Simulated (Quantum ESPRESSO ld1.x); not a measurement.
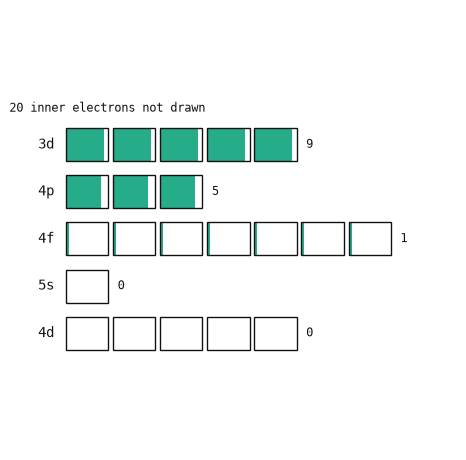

Fig. 1: The outer shells as the input fills them: a box for each of the 2l + 1 orbitals, shaded by the share of the shell that is filled, with the electron count at the right.

**Br: atomic calculation**

Atomic bromine (Br) in the configuration [Ar] 3d9 4s2 4p5 4f1 (high spin). Computed at this level: scalar-relativistic Kohn-Sham, LDA (Slater exchange, Perdew-Zunger correlation), spin-polarised, spherical densities, point nucleus (Quantum ESPRESSO ld1.x 7.5).

## The program's output
```
     Program LD1 v.7.5 starts

     --------------------------- All-electron run ----------------------------

     scalar relativistic calculation

     atomic number is 35.00
     dft =PZ   lsd =1 sic =0 latt =0  beta=0.20 tr2=1.0E-14
     Exchange-correlation= PZ
                           (   1   1   0   0   0   0   0)
     mesh =2021 r(mesh) =  99.94819 a.u. xmin = -8.00 dx = 0.00800
     1 Ry =  13.60569312 eV, c = 137.03599908

     n l     nl                  e(Ry)          e(Ha)          e(eV)
     1 0     1S 1( 1.00)      -979.0980      -489.5490    -13321.3069
     2 0     2S 1( 1.00)      -129.2111       -64.6055     -1758.0059
     2 1     2P 1( 3.00)      -114.2965       -57.1483     -1555.0836
     3 0     3S 1( 1.00)       -19.1596        -9.5798      -260.6801
     3 1     3P 1( 3.00)       -14.4405        -7.2202      -196.4725
     3 2     3D 1( 5.00)        -6.6248        -3.3124       -90.1343
     4 0     4S 1( 1.00)        -2.3513        -1.1756       -31.9907
     4 1     4P 1( 3.00)        -1.3308        -0.6654       -18.1059
     4 3     4F 1( 1.00)        -0.0342        -0.0171        -0.4656
     5 0     5S 1( 0.00)        -0.3081        -0.1540        -4.1918
     4 2     4D 1( 0.00)        -0.1748        -0.0874        -2.3778
     1 0     1S 2( 1.00)      -979.0898      -489.5449    -13321.1952
     2 0     2S 2( 1.00)      -129.1263       -64.5632     -1756.8533
     2 1     2P 2( 3.00)      -114.2285       -57.1143     -1554.1580
     3 0     3S 2( 1.00)       -19.0387        -9.5193      -259.0344
     3 1     3P 2( 3.00)       -14.3201        -7.1600      -194.8347
     3 2     3D 2( 4.00)        -6.4991        -3.2495       -88.4247
     4 0     4S 2( 1.00)        -2.2800        -1.1400       -31.0207
     4 1     4P 2( 2.00)        -1.2686        -0.6343       -17.2597
     4 3     4F 2( 0.00)        -0.0231        -0.0116        -0.3148
     5 0     5S 2( 0.00)        -0.2958        -0.1479        -4.0251
     4 2     4D 2( 0.00)        -0.1517        -0.0758        -2.0638

     final scf error:  5.3E-15 reached in  35 iterations

     Etot =   -5200.555671 Ry,   -2600.277835 Ha,  -70757.164527 eV
     Total magnetization:    3.00 Bohr mag.

     Ekin =    5311.602672 Ry,    2655.801336 Ha,   72268.035941 eV
     Encl =  -12497.323532 Ry,   -6248.661766 Ha, -170034.748842 eV
     Eh   =    2160.710927 Ry,    1080.355463 Ha,   29397.969796 eV
     Exc  =    -175.545737 Ry,     -87.772868 Ha,   -2388.421422 eV

     normalization and overlap integrals

     s(1S/1S) =  1.000000  <r> =   0.0428  <r2> =    0.0025  r(max) =   0.0279
     s(1S/2S) = -0.006050
     s(1S/3S) = -0.002357
     s(1S/4S) = -0.000841
     s(1S/5S) = -0.000285
     s(2S/2S) =  1.000000  <r> =   0.1898  <r2> =    0.0425  r(max) =   0.1596
     s(2S/3S) = -0.001395
     s(2S/4S) = -0.000484
     s(2S/5S) = -0.000164
     s(2P/2P) =  1.000000  <r> =   0.1656  <r2> =    0.0336  r(max) =   0.1275
     s(2P/3P) = -0.001134
     s(2P/4P) = -0.000339
     s(3S/3S) =  1.000000  <r> =   0.5478  <r2> =    0.3450  r(max) =   0.4813
     s(3S/4S) = -0.000297
     s(3S/5S) = -0.000099
     s(3P/3P) =  1.000000  <r> =   0.5579  <r2> =    0.3642  r(max) =   0.4774
     s(3P/4P) = -0.000224
     s(3D/3D) =  1.000000  <r> =   0.5714  <r2> =    0.4015  r(max) =   0.4234
     s(3D/4D) = -0.000081
     s(4S/4S) =  1.000000  <r> =   1.5643  <r2> =    2.7909  r(max) =   1.3507
     s(4S/5S) = -0.000048
     s(4P/4P) =  1.000000  <r> =   1.8482  <r2> =    3.9511  r(max) =   1.5352
     s(4F/4F) =  1.000000  <r> =  17.1376  <r2> =  318.7460  r(max) =  16.0010
     s(5S/5S) =  1.000000  <r> =   4.6116  <r2> =   24.3994  r(max) =   3.9144
     s(4D/4D) =  1.000000  <r> =   3.8811  <r2> =   19.1492  r(max) =   2.7092
     s(1S/1S) =  1.000000  <r> =   0.0428  <r2> =    0.0025  r(max) =   0.0279
     s(1S/2S) = -0.006052
     s(1S/3S) = -0.002354
     s(1S/4S) = -0.000837
     s(1S/5S) = -0.000280
     s(2S/2S) =  1.000000  <r> =   0.1898  <r2> =    0.0425  r(max) =   0.1596
     s(2S/3S) = -0.001394
     s(2S/4S) = -0.000482
     s(2S/5S) = -0.000161
     s(2P/2P) =  1.000000  <r> =   0.1655  <r2> =    0.0335  r(max) =   0.1275
     s(2P/3P) = -0.001132
     s(2P/4P) = -0.000335
     s(3S/3S) =  1.000000  <r> =   0.5483  <r2> =    0.3456  r(max) =   0.4813
     s(3S/4S) = -0.000295
     s(3S/5S) = -0.000097
     s(3P/3P) =  1.000000  <r> =   0.5586  <r2> =    0.3651  r(max) =   0.4774
     s(3P/4P) = -0.000222
     s(3D/3D) =  1.000000  <r> =   0.5729  <r2> =    0.4038  r(max) =   0.4234
     s(3D/4D) = -0.000074
     s(4S/4S) =  1.000000  <r> =   1.5721  <r2> =    2.8218  r(max) =   1.3616
     s(4S/5S) = -0.000047
     s(4P/4P) =  1.000000  <r> =   1.8684  <r2> =    4.0457  r(max) =   1.5475
     s(4F/4F) =  1.000000  <r> =  18.4060  <r2> =  370.2533  r(max) =  17.0586
     s(5S/5S) =  1.000000  <r> =   4.6656  <r2> =   24.9273  r(max) =   3.9775
     s(4D/4D) =  1.000000  <r> =   4.1427  <r2> =   21.8520  r(max) =   2.8652

     ------------------------ End of All-electron run ------------------------
```

## Orbitals

| orbital | occupation | energy (eV) | ⟨r⟩ (bohr) | outer maximum (bohr) |
| --- | --- | --- | --- | --- |
| 1s up | 1 | −13321.3 | 0.04280 | 0.0279 |
| 1s down | 1 | −13321.2 | 0.04280 | 0.0279 |
| 2s up | 1 | −1758.0 | 0.1898 | 0.160 |
| 2s down | 1 | −1756.9 | 0.1898 | 0.160 |
| 2p up | 3 | −1555.1 | 0.1656 | 0.128 |
| 2p down | 3 | −1554.2 | 0.1655 | 0.128 |
| 3s up | 1 | −260.680 | 0.5478 | 0.481 |
| 3s down | 1 | −259.034 | 0.5483 | 0.481 |
| 3p up | 3 | −196.472 | 0.5579 | 0.477 |
| 3p down | 3 | −194.835 | 0.5586 | 0.477 |
| 3d up | 5 | −90.134 | 0.5714 | 0.423 |
| 3d down | 4 | −88.425 | 0.5729 | 0.423 |
| 4s up | 1 | −31.991 | 1.564 | 1.35 |
| 4s down | 1 | −31.021 | 1.572 | 1.36 |
| 4p up | 3 | −18.106 | 1.848 | 1.54 |
| 4p down | 2 | −17.260 | 1.868 | 1.55 |
| 5s up | 0 | −4.192 | 4.612 | 3.91 |
| 5s down | 0 | −4.025 | 4.666 | 3.98 |
| 4d up | 0 | −2.378 | 3.881 | 2.71 |
| 4d down | 0 | −2.064 | 4.143 | 2.87 |
| 4f up | 1 | −0.466 | 17.14 | 16.0 |
| 4f down | 0 | −0.315 | 18.41 | 17.1 |

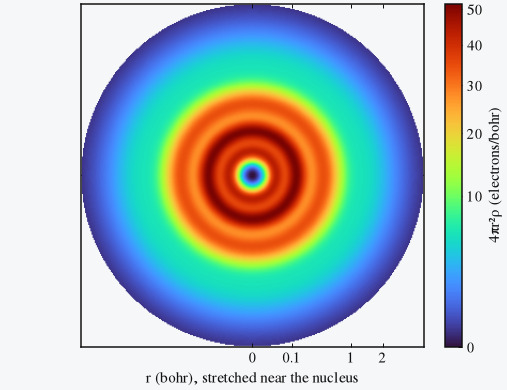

Fig. 2: The radial density 4πr²ρ as a disc about the nucleus, with the radius drawn as r to the power 0.4. There are 4 maxima, at r = 0.0300, 0.134, 0.444 and 16.0 bohr, parted by minima at 0.0621, 0.286 and 6.13 bohr, inside which lie 2.1, 11.0 and 34.0 electrons. The outermost maximum is faint.

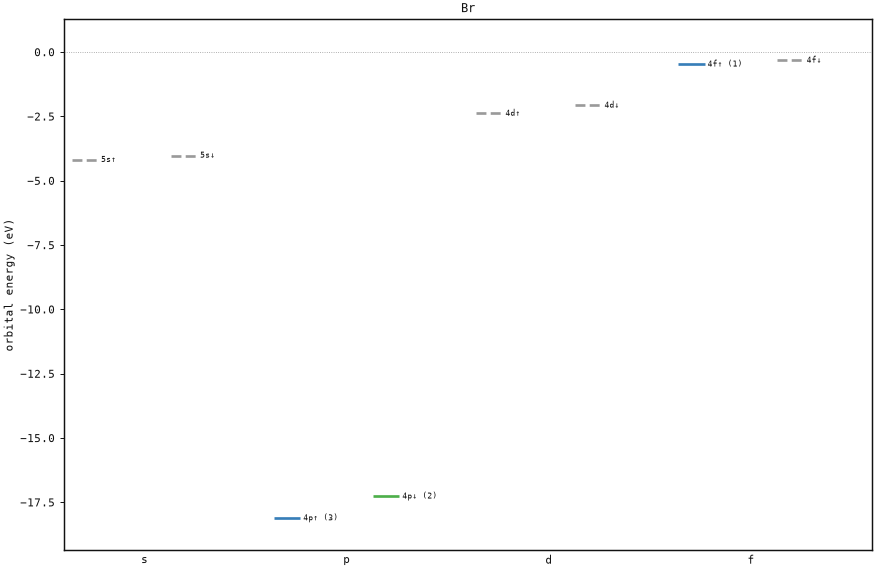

Fig. 3: The outer levels are drawn by angular momentum (occupations in brackets, up spins at the left of each column and down spins at the right, empty levels dashed). The highest occupied level is 4f up at −0.466 eV. From the top down the occupied levels run 4f up (−0.466 eV), 4p down (−17.3 eV), 4p up (−18.1 eV). The lowest empty level drawn is 5s up at −4.19 eV, below the highest occupied one, so this filling isn't the aufbau one. The largest exchange splitting (down less up) among the shells drawn in both spins is that of 4p, 0.846 eV. The order isn't aufbau: the empty 5s up, 5s down and 4d up levels lie under the highest occupied one.

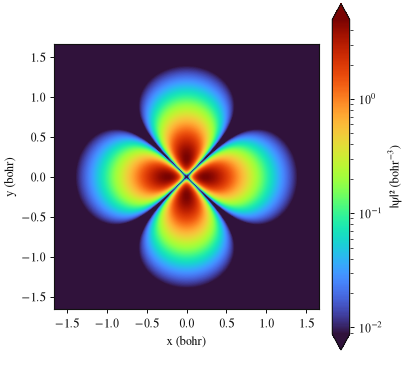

Fig. 4: One occupied orbital of up spin is shown. In the xy plane through the nucleus, the colour gives |ψ|² on a logarithmic scale. The radial function comes from the spherical calculation and is multiplied by a real spherical harmonic; the overall sign is chosen so that the largest lobe of P(r) is positive; at the scalar-relativistic level it is the large component. It is 3d(x²−y²) of up spin. It has two nodal planes at 45° to x and y and no radial node. The maximum of P² lies at 0.423 bohr, ⟨r⟩ = 0.571 bohr, 90 % of the charge lies within 0.934 bohr, and the eigenvalue is −90.1 eV, with 5 electrons in the shell for this spin.

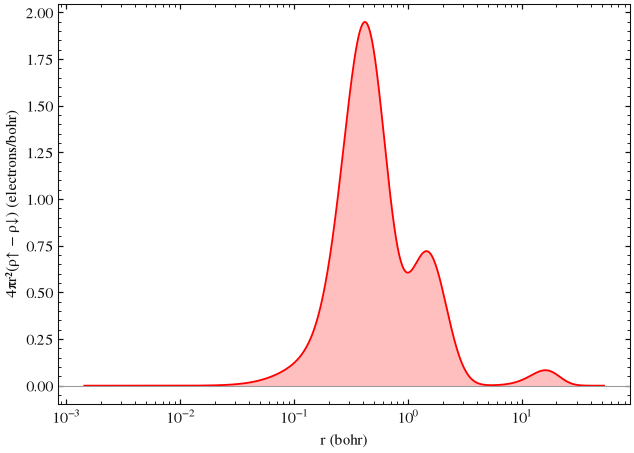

Fig. 5: The radial spin density. The curve integrates to 3 unpaired electrons, held by 3d (+1), 4p (+1) and 4f (+1). Its largest value, 1.95 electrons/bohr, lies near r = 0.41 bohr. Regions of the opposite sign are negligible.

## Input
```
 &input
    zed=35.0,
    iswitch=1,
    rel=1,
    lsd=1,
    dft='PZ',
    config='[Ar] 3d9 4s2 4p5 4f1 5s0 4d0',
    prefix='ld1',
    max_out_wfc=37,
    file_charge='ld1.rho',
 /
```

Command:
```bash
OMP_NUM_THREADS=1 ld1.x < ld1.in > ld1.out
```

## Results in brief

| quantity | value |
| --- | --- |
| outcome | converged |
| total energy | −2600.2778 hartree |
| kinetic energy | 2655.8013 hartree |
| electron–nucleus energy | −6248.6618 hartree |
| Hartree energy | 1080.3555 hartree |
| exchange–correlation energy | −87.772869 hartree |
| radius at density 0.001 e/bohr³ | 3.77 bohr |
| SCF iterations | 35 |
| hardware | 1 CPU thread, shared host |
| wall time | 1.3 s |
